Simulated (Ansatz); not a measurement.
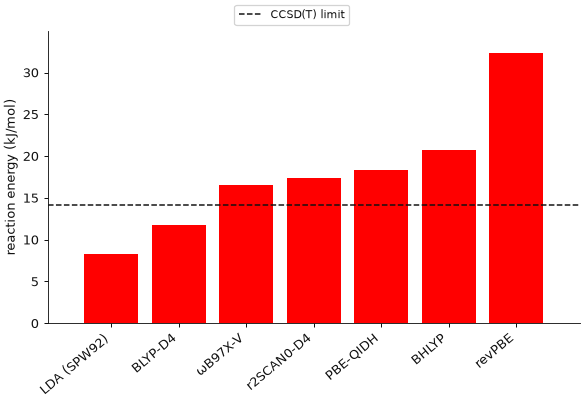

Electronic reaction energy of SiH₃O₃Cl (O[Si](O)(O)Cl) + SiNH₅O₃ (N[Si](O)(O)O) → Si₂NH₇O₆ (O[Si](O)(O)N[Si](O)(O)O) + HCl (Cl) (SMILES in brackets) at several levels (functionals in def2-TZVPP unless a basis is named), isolated molecules at PBE0-D4 triple-zeta geometries, minima by their frequencies, no zero-point or thermal terms, the Ansatz code. The line is frozen-core CCSD(T) at the basis limit (MP2 extrapolated from triple and quadruple zeta, plus CCSD(T) less MP2 in a smaller set). PBE-QIDH holds a correlation term that converges slowly with the basis, so part of the distance to the limit is basis error. No dispersion term is added to PBE-QIDH, BHLYP and revPBE. The limit lies 5.0 kJ/mol from CCSD(T)/def2-TZVPP, so the line itself is uncertain by a part of that.

> What do zero-point energy and temperature add?

Zero-point change −6.4 kJ/mol; at 298.15 K and 1 bar the CCSD(T) limit plus thermal terms gives an enthalpy of reaction of 9.0 and a free energy of 17.6 kJ/mol (harmonic PBE0-D4 modes, ideal gas).

> What range do the values span, the line included?

From 8.3 kJ/mol (LDA (SPW92)) to 32.4 kJ/mol (revPBE).

Known limits of this run: one conformer of each flexible molecule.
